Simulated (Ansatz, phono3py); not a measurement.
# NaI (Fm-3m): solver, mesh and scattering choices in phono3py

Wanted: the sensitivity of κ of NaI to the choices of the transport step.

Experimental results on record:
- thermal conductivity 1.8 W/m/K near room temperature (given in “Combining the AFLOW GIBBS and Elastic Libraries to efficiently and robustly screen thermo-mechanical properties of solids”, 2017, arXiv:1611.05714)
- thermal conductivity 1.8 W/m/K near room temperature (given in “Predicting the lattice thermal conductivity of solids by solving the Boltzmann transport equation: AFLOW - AAPL an automated, accurate and efficient framework”, 2017, arXiv:1611.05481)

Method: DFT LDA, scalar-relativistic, plane waves, PAW; phono3py on Ansatz's force constants, in phono3py 4.10.0.

### 1. The starting structure

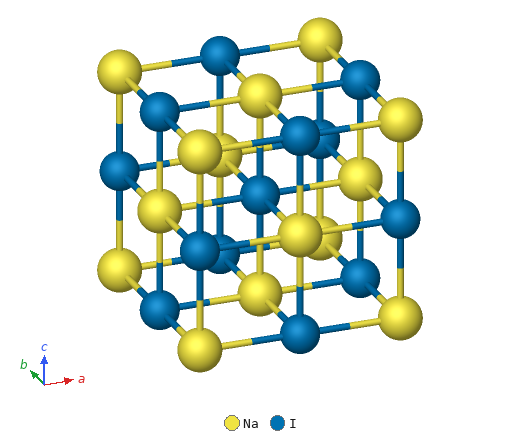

The cell as given, from a free direction (sodium yellow, iodine blue). This picture shows the conventional cell, with its axes. Some periodic images of atoms are drawn too.

### 2. Relaxation-time solution

The base run: each mode relaxes on its own with natural isotopes, and rates are split into normal and umklapp parts.

phono3py.yaml reads:

```yaml
phono3py:
  version: "4.10.0"
  frequency_unit_conversion_factor: 15.633302
  symmetry_tolerance: 1.00000e-05

physical_unit:
  atomic_mass: "AMU"
  length: "angstrom"

space_group:
  type: "Fm-3m"
  number: 225
  Hall_symbol: "-F 4 2 3"

primitive_matrix:
- [  1.000000000000000,  0.000000000000000,  0.000000000000000 ]
- [  0.000000000000000,  1.000000000000000,  0.000000000000000 ]
- [  0.000000000000000,  0.000000000000000,  1.000000000000000 ]

supercell_matrix:
- [   3,   0,   0 ]
- [   0,   3,   0 ]
- [   0,   0,   3 ]

# [primitive_cell block left out]
unit_cell:
  lattice:
  - [     0.000000000000000,     3.130543232700000,     3.130543232700000 ] # a
  - [     3.130543232700000,     0.000000000000000,     3.130543232700000 ] # b
  - [     3.130543232700000,     3.130543232700000,     0.000000000000000 ] # c
  points:
  - symbol: Na # 1
    coordinates: [  0.000000000000000,  0.000000000000000,  0.000000000000000 ]
    mass: 22.989769
    reduced_to: 1
  - symbol: I # 2
    coordinates: [  0.500000000000000,  0.500000000000000,  0.500000000000000 ]
    mass: 126.904470
    reduced_to: 2

# [supercell block left out]
phonon_supercell_matrix:
- [   6,   0,   0 ]
- [   0,   6,   0 ]
- [   0,   0,   6 ]

# [phonon_primitive_cell block left out]
# [phonon_supercell block left out]
nac:
  born_effective_charge:
  - # 1 (Na)
    - [  1.165172882023849,  0.000000000000000,  0.000000000000000 ]
    - [  0.000000000000000,  1.165172882023849,  0.000000000000000 ]
    - [  0.000000000000000,  0.000000000000000,  1.165172882023849 ]
  - # 2 (I)
    - [ -1.165172882023849,  0.000000000000000,  0.000000000000000 ]
    - [  0.000000000000000, -1.165172882023849,  0.000000000000000 ]
    - [  0.000000000000000,  0.000000000000000, -1.165172882023849 ]
  dielectric_constant:
    - [  3.615323588478362,  0.000000000000000,  0.000000000000000 ]
    - [  0.000000000000000,  3.615323588478362,  0.000000000000000 ]
    - [  0.000000000000000,  0.000000000000000,  3.615323588478362 ]
  unit_conversion_factor: 14.399645
```

Run with:

```sh
> phono3py phono3py.yaml --mesh 17 17 17 --br --isotope --nu --ts 100 150 200 300 400 500
```

The log of the run:

```text
Rust backend (phonors) using rayon (16 threads).
Running in phono3py.load mode.
Spglib version 2.8.0
----------------------------- General settings -----------------------------
Run mode: conductivity-RTA
HDF5 data compression filter: gzip
Crystal structure was read from "phono3py.yaml".
Supercell (dim): [3 3 3]
Phonon supercell (dim-fc2): [6 6 6]
Primitive matrix:
  [1. 0. 0.]
  [0. 1. 0.]
  [0. 0. 1.]
Spacegroup: Fm-3m (225)
Use -v option to watch primitive cell, unit cell, and supercell structures.
NAC parameters were read from "phono3py.yaml".
fc3 was read from "fc3.hdf5".
fc2 was read from "fc2.hdf5".
----------------------------- Force constants ------------------------------
Max drift of fc3: 0.00000000 (zzz) 0.00000000 (zzz) 0.00000000 (zzz)
Max drift of fc2: -0.00000000 (xx) -0.00000000 (xx)
--------------------------- Calculation settings ---------------------------
Non-analytical term correction (NAC): True
NAC unit conversion factor:  14.39964
BZ integration: Tetrahedron-method
Temperature:  100.0  150.0  200.0  300.0  400.0 ... 500.0
Cutoff frequency: 0.01
Mesh sampling: [ 17 17 17 ]
Generating grid system ... [ 17 17 17 ]
fc3-r2q-transformation over three atoms: True
--------------------------- Phonon calculations ----------------------------
Use NAC by Gonze et al. (no real space sum in current implementation)
  PRB 50, 13035(R) (1994), PRB 55, 10355 (1997)
  G-cutoff distance: 1.05, Number of G-points: 307, Lambda: 0.21
Running harmonic phonon calculations...
-------------------- Lattice thermal conductivity (RTA) --------------------
Running heat capacity calculations...
Running velocity calculations...
Running isotope scattering calculations with tetrahedron method...
======================= Grid point 0 (1/165) =======================
q-point: ( 0.00  0.00  0.00)
Boundary mean free path (millimeter): 1000.000
Mass variance parameters: 0.00e+00 0.00e+00
Number of triplets: 165
Frequency     group velocity (x, y, z)     |gv|
   0.000   (   0.000    0.000    0.000)    0.000
   0.000   (   0.000    0.000    0.000)    0.000
   0.000   (   0.000    0.000    0.000)    0.000
   3.917   (   0.000    0.000    0.000)    0.000
   3.917   (   0.000    0.000    0.000)    0.000
   3.917   (   0.000    0.000    0.000)    0.000
======================= Grid point 1 (2/165) =======================
q-point: ( 0.06  0.00  0.00)
Boundary mean free path (millimeter): 1000.000
Mass variance parameters: 0.00e+00 0.00e+00
Number of triplets: 489
Frequency     group velocity (x, y, z)     |gv|
   0.304   ( -10.682   10.682   10.682)   18.501
   0.304   ( -10.682   10.682   10.682)   18.501
   0.447   ( -15.669   15.669   15.669)   27.139
   3.910   (   0.433   -0.433   -0.433)    0.751
   3.910   (   0.433   -0.433   -0.433)    0.751
   5.406   (   0.081   -0.081   -0.081)    0.141
[162 grid points left out]
======================= Grid point 1322 (165/165) =======================
q-point: ( 0.71  0.47  0.24)
Boundary mean free path (millimeter): 1000.000
Mass variance parameters: 0.00e+00 0.00e+00
Number of triplets: 1305
Frequency     group velocity (x, y, z)     |gv|
   1.486   (  -0.000    5.559    0.466)    5.578
   1.558   (   0.000   -4.915   -4.399)    6.596
   1.997   (  -0.000    2.827   -0.512)    2.872
   4.074   (   0.000   -0.738    6.098)    6.142
   4.151   (  -0.000    1.953    0.243)    1.968
   4.213   (   0.000   -0.737   -6.587)    6.628
=================== End of collection of collisions ===================
----------- Thermal conductivity (W/m-k) with tetrahedron method -----------
#  T(K)        xx         yy         zz         yz         xz         xy
  100.0      13.851     13.851     13.851     -0.000     -0.000      0.000
  150.0       8.505      8.505      8.505     -0.000     -0.000      0.000
  200.0       6.192      6.192      6.192     -0.000     -0.000      0.000
  300.0       4.041      4.041      4.041     -0.000     -0.000      0.000
  400.0       3.008      3.008      3.008     -0.000     -0.000      0.000
  500.0       2.398      2.398      2.398     -0.000     -0.000      0.000

Thermal conductivity related properties were written into
"kappa-m171717.hdf5".
Summary of calculation was written in "phono3py.yaml".
```

Run time: 7.9 s. Hardware: 16 threads of Intel Xeon 6975P-C (Granite Rapids), shared host; peak memory 0.21 GiB; 72 s of CPU time.

Numbers from this step:

| Property | Result |
| --- | --- |
| κ at 300 K | 4.041 W/m/K |
| κ xx, yy, zz at 300 K | 4.041, 4.041, 4.041 W/m/K |
| normal share of three-phonon scattering at 300 K | 0.607 |

W/m/K. Kappa, by row:

```
T (K)     xx     yy     zz  yz  xz  xy
  100  13.85  13.85  13.85   0   0   0
  150  8.505  8.505  8.505   0   0   0
  200  6.192  6.192  6.192   0   0   0
  300  4.041  4.041  4.041   0   0   0
  400  3.008  3.008  3.008   0   0   0
  500  2.398  2.398  2.398   0   0   0
```

Lattice thermal conductivity, xx against temperature:

```
temperature (K)  lattice thermal conductivity, xx (W/m/K)
            100                                      13.8
            150                                      8.51
            200                                      6.19
            300                                      4.04
            400                                      3.01
            500                                      2.40
```

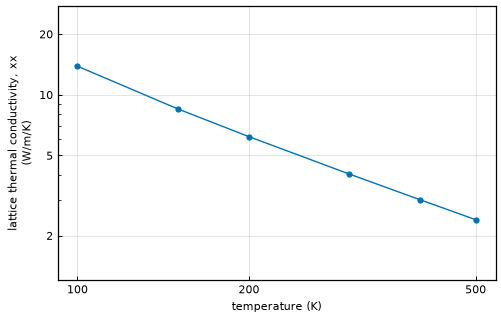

Lattice thermal conductivity, xx against temperature.

Table of mean scattering rate at 300 K by frequency:

```
frequency (THz)  normal (1/ps)  umklapp (1/ps)
           0.11              -               -
           0.34         0.0177         0.00145
           0.56         0.0739          0.0154
           0.79         0.0795          0.0197
           1.02         0.0892          0.0225
           1.24          0.103           0.036
           1.47         0.0705            0.04
           1.69          0.046          0.0456
           1.92          0.066          0.0901
           2.15          0.161           0.165
           2.37          0.239           0.242
           2.60              -               -
           2.82              -               -
           3.05              -               -
           3.28              -               -
           3.50              -               -
           3.73          0.812           0.523
           3.95          0.599           0.301
           4.18          0.194           0.167
           4.41          0.328           0.111
           4.63          0.806            0.21
           4.86           1.41           0.559
           5.08           2.72            1.24
           5.31            5.5            2.44
```

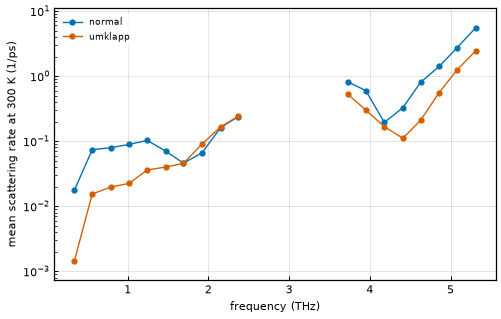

Mean scattering rate at 300 K, plotted against frequency.

The base value at 300 K is 4.04 W/(m K).

The lattice thermal conductivity, xx is 4.04 W/m/K at 300 K, going as T^-1.0 above 200 K.

### 3. Two programs, one set of constants

This step: DFT LDA, scalar-relativistic, plane waves, PAW (Ansatz 0.2.0).

Ansatz's figure includes its coherence part. Comparison, by row:

```
T (K)  Ansatz RTA (W/m/K)  phono3py RTA (W/m/K)  difference (%)
  100               13.88                 13.85           -0.22
  150               8.539                 8.505            -0.4
  200               6.232                 6.192           -0.64
  300                4.09                 4.041            -1.2
  400               3.064                 3.008           -1.83
  500               2.459                 2.398           -2.48
```

### 4. Without isotopes, third order supercell 3×3×3, supercell 6×6×6

Leaving out the isotope term shows how much the natural mass disorder scatters.

This step: DFT LDA, scalar-relativistic, plane waves, PAW; phono3py on Ansatz's force constants (phono3py 4.10.0).

phono3py.yaml is that of step 2.

Run with:

```sh
> phono3py phono3py.yaml --mesh 17 17 17 --br --ts 100 150 200 300 400 500
```

The log of the run:

```text
[banner, memory and clock lines left out]
Rust backend (phonors) using rayon (16 threads).
Running in phono3py.load mode.
Spglib version 2.8.0
----------------------------- General settings -----------------------------
Run mode: conductivity-RTA
HDF5 data compression filter: gzip
Crystal structure was read from "phono3py.yaml".
Supercell (dim): [3 3 3]
Phonon supercell (dim-fc2): [6 6 6]
Primitive matrix:
  [1. 0. 0.]
  [0. 1. 0.]
  [0. 0. 1.]
Spacegroup: Fm-3m (225)
Use -v option to watch primitive cell, unit cell, and supercell structures.
NAC parameters were read from "phono3py.yaml".
fc3 was read from "fc3.hdf5".
fc2 was read from "fc2.hdf5".
----------------------------- Force constants ------------------------------
Max drift of fc3: 0.00000000 (zzz) 0.00000000 (zzz) 0.00000000 (zzz)
Max drift of fc2: -0.00000000 (xx) -0.00000000 (xx)
--------------------------- Calculation settings ---------------------------
Non-analytical term correction (NAC): True
NAC unit conversion factor:  14.39964
BZ integration: Tetrahedron-method
Temperature:  100.0  150.0  200.0  300.0  400.0 ... 500.0
Cutoff frequency: 0.01
Mesh sampling: [ 17 17 17 ]
Generating grid system ... [ 17 17 17 ]
fc3-r2q-transformation over three atoms: True
--------------------------- Phonon calculations ----------------------------
  PRB 50, 13035(R) (1994), PRB 55, 10355 (1997)
  G-cutoff distance: 1.05, Number of G-points: 307, Lambda: 0.21
Running harmonic phonon calculations...
-------------------- Lattice thermal conductivity (RTA) --------------------
Running heat capacity calculations...
Running velocity calculations...
======================= Grid point 0 (1/165) =======================
q-point: ( 0.00  0.00  0.00)
Boundary mean free path (millimeter): 1000.000
Number of triplets: 165
Frequency     group velocity (x, y, z)     |gv|
   0.000   (   0.000    0.000    0.000)    0.000
   0.000   (   0.000    0.000    0.000)    0.000
   0.000   (   0.000    0.000    0.000)    0.000
   3.917   (   0.000    0.000    0.000)    0.000
   3.917   (   0.000    0.000    0.000)    0.000
   3.917   (   0.000    0.000    0.000)    0.000
======================= Grid point 1 (2/165) =======================
q-point: ( 0.06  0.00  0.00)
Boundary mean free path (millimeter): 1000.000
Number of triplets: 489
Frequency     group velocity (x, y, z)     |gv|
   0.304   ( -10.682   10.682   10.682)   18.501
   0.304   ( -10.682   10.682   10.682)   18.501
   0.447   ( -15.669   15.669   15.669)   27.139
   3.910   (   0.433   -0.433   -0.433)    0.751
   3.910   (   0.433   -0.433   -0.433)    0.751
   5.406   (   0.081   -0.081   -0.081)    0.141
[162 grid points left out]
======================= Grid point 1322 (165/165) =======================
q-point: ( 0.71  0.47  0.24)
Boundary mean free path (millimeter): 1000.000
Number of triplets: 1305
Frequency     group velocity (x, y, z)     |gv|
   1.486   (  -0.000    5.559    0.466)    5.578
   1.558   (   0.000   -4.915   -4.399)    6.596
   1.997   (  -0.000    2.827   -0.512)    2.872
   4.074   (   0.000   -0.738    6.098)    6.142
   4.151   (  -0.000    1.953    0.243)    1.968
   4.213   (   0.000   -0.737   -6.587)    6.628
=================== End of collection of collisions ===================
----------- Thermal conductivity (W/m-k) with tetrahedron method -----------
#  T(K)        xx         yy         zz         yz         xz         xy
  100.0      13.851     13.851     13.851     -0.000     -0.000      0.000
  150.0       8.505      8.505      8.505     -0.000     -0.000      0.000
  200.0       6.192      6.192      6.192     -0.000     -0.000      0.000
  300.0       4.041      4.041      4.041     -0.000     -0.000      0.000
  400.0       3.008      3.008      3.008     -0.000     -0.000      0.000
  500.0       2.398      2.398      2.398     -0.000     -0.000      0.000

Thermal conductivity related properties were written into
"kappa-m171717.hdf5".
Summary of calculation was written in "phono3py.yaml".
```

Elapsed: 8.5 s, on 16 threads; peak memory 0.21 GiB; 90 s of CPU time.

W/m/K. Kappa, by row:

(Unchanged from step 2.)

Nothing changes, since the natural mass variance of these elements is zero or negligible.

### 5. Another q-mesh, third order supercell 3×3×3, supercell 6×6×6

The q-mesh of the transport sums changes, with the same scattering terms.

phono3py.yaml is that of step 4.

Run with:

```sh
> phono3py phono3py.yaml --mesh 3 3 3 --br --isotope --ts 100 300
```

The log of the run:

```text
[banner, memory and clock lines left out]
Rust backend (phonors) using rayon (16 threads).
Running in phono3py.load mode.
Spglib version 2.8.0
----------------------------- General settings -----------------------------
Run mode: conductivity-RTA
HDF5 data compression filter: gzip
Crystal structure was read from "phono3py.yaml".
Supercell (dim): [3 3 3]
Phonon supercell (dim-fc2): [6 6 6]
Primitive matrix:
  [1. 0. 0.]
  [0. 1. 0.]
  [0. 0. 1.]
Spacegroup: Fm-3m (225)
Use -v option to watch primitive cell, unit cell, and supercell structures.
NAC parameters were read from "phono3py.yaml".
fc3 was read from "fc3.hdf5".
fc2 was read from "fc2.hdf5".
----------------------------- Force constants ------------------------------
Max drift of fc3: 0.00000000 (zzz) 0.00000000 (zzz) 0.00000000 (zzz)
Max drift of fc2: -0.00000000 (xx) -0.00000000 (xx)
--------------------------- Calculation settings ---------------------------
Non-analytical term correction (NAC): True
NAC unit conversion factor:  14.39964
BZ integration: Tetrahedron-method
Temperature:  100.0  300.0
Cutoff frequency: 0.01
Mesh sampling: [ 3 3 3 ]
Generating grid system ... [ 3 3 3 ]
fc3-r2q-transformation over three atoms: True
--------------------------- Phonon calculations ----------------------------
  PRB 50, 13035(R) (1994), PRB 55, 10355 (1997)
  G-cutoff distance: 1.05, Number of G-points: 307, Lambda: 0.21
Running harmonic phonon calculations...
-------------------- Lattice thermal conductivity (RTA) --------------------
Running heat capacity calculations...
Running velocity calculations...
Running isotope scattering calculations with tetrahedron method...
======================= Grid point 0 (1/4) =======================
q-point: ( 0.00  0.00  0.00)
Boundary mean free path (millimeter): 1000.000
Mass variance parameters: 0.00e+00 0.00e+00
Number of triplets: 4
Frequency     group velocity (x, y, z)     |gv|
   0.000   (   0.000    0.000    0.000)    0.000
   0.000   (   0.000    0.000    0.000)    0.000
   0.000   (   0.000    0.000    0.000)    0.000
   3.917   (   0.000    0.000    0.000)    0.000
   3.917   (   0.000    0.000    0.000)    0.000
   3.917   (   0.000    0.000    0.000)    0.000
======================= Grid point 1 (2/4) =======================
q-point: ( 0.33  0.00  0.00)
Boundary mean free path (millimeter): 1000.000
Mass variance parameters: 0.00e+00 0.00e+00
Number of triplets: 6
Frequency     group velocity (x, y, z)     |gv|
   1.453   (  -5.804    5.804    5.804)   10.054
   1.453   (  -5.804    5.804    5.804)   10.054
   2.100   (  -7.971    7.971    7.971)   13.806
   3.802   (   1.253   -1.253   -1.253)    2.169
   3.802   (   1.253   -1.253   -1.253)    2.169
   5.412   (   0.013   -0.013   -0.013)    0.022
======================= Grid point 4 (3/4) =======================
q-point: ( 0.33  0.33  0.00)
Boundary mean free path (millimeter): 1000.000
Mass variance parameters: 0.00e+00 0.00e+00
Number of triplets: 6
Frequency     group velocity (x, y, z)     |gv|
   1.019   (   0.000   -0.000    3.707)    3.707
   1.019   (   0.000   -0.000    3.707)    3.707
   2.229   (  -0.000    0.000   -6.466)    6.466
   4.024   (   0.000   -0.000    1.676)    1.676
   4.024   (   0.000   -0.000    1.676)    1.676
   4.256   (  -0.000    0.000   -4.519)    4.519
======================= Grid point 5 (4/4) =======================
q-point: (-0.33  0.33  0.00)
Boundary mean free path (millimeter): 1000.000
Mass variance parameters: 0.00e+00 0.00e+00
Number of triplets: 8
Frequency     group velocity (x, y, z)     |gv|
   1.545   (   3.223   -3.223    0.000)    4.558
   1.626   (  -4.646    4.646    0.000)    6.570
   2.146   (  -7.441    7.441    0.000)   10.523
   3.828   (   2.854   -2.854    0.000)    4.036
   4.166   (   1.235   -1.235    0.000)    1.747
   4.477   (  -6.181    6.181    0.000)    8.741
=================== End of collection of collisions ===================
----------- Thermal conductivity (W/m-k) with tetrahedron method -----------
#  T(K)        xx         yy         zz         yz         xz         xy
  100.0      32.601     32.601     32.601     -0.000     -0.000      0.000
  300.0       9.745      9.745      9.745     -0.000     -0.000      0.000

Thermal conductivity related properties were written into
"kappa-m333.hdf5".
Summary of calculation was written in "phono3py.yaml".
```

Run time: 2.5 s. Hardware: 16 threads; peak memory 0.21 GiB.

This step gave:

| Property | Result |
| --- | --- |
| κ at 300 K | 9.745 W/m/K |
| κ xx, yy, zz at 300 K | 9.745, 9.745, 9.745 W/m/K |

W/m/K. Kappa, by row:

```
T (K)     xx     yy     zz  yz  xz  xy
  100   32.6   32.6   32.6   0   0   0
  300  9.745  9.745  9.745   0   0   0
```

This mesh is too coarse for the transport sums: κ at 300 K comes out at 9.74 against 4.04 W/(m K) in the base run.

(Part 1 of 5 ends here.)

[Logs are printed without paths, hosts, clocks, repeated set-up lines and the standing remarks that a program may print on its own settings, such as how far it seeks lower states.]

[Hosts, paths, dates, database ids (printed as entryN), source tags and the programs' standing remarks are cut or masked in the printed files.]

[A step with changed settings may run another functional than the one named; its input shows which.]
